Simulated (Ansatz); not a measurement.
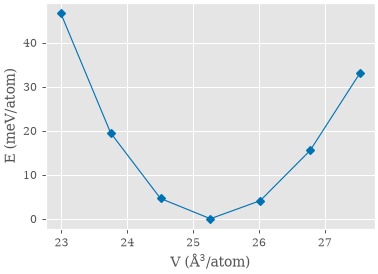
Figure: CdGeAs$_{2}$ (chalcopyrite, I-42d) under volume change, r²SCAN in the plane-wave PAW code Ansatz, shape and atoms relaxed at each volume.

Q: What does a third-order Birch–Murnaghan fit give for V₀, B₀ and B′?

A: V₀ = 25.26 Å³/atom, B₀ = 61.1 GPa, B′ = 4.6.

Symmetry was held in the r²SCAN relaxation.

Potentials: the later of the program's two PAW sets.
